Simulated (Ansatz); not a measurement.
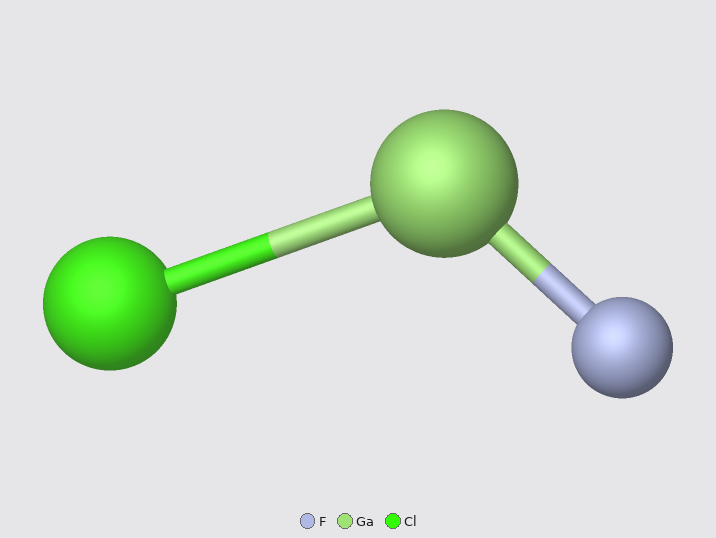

Figure made from data computed with Ansatz.

State: neutral, doublet. Geometry: moved along internal coordinates away from the minimum.

Question: Give the formula.

Answer: GaClF, 3 atoms: 1 gallium, 1 chlorine and 1 fluorine.

Question: Count the bonded pairs by element.

Answer: 1 F–Ga, 1 Cl–Ga.
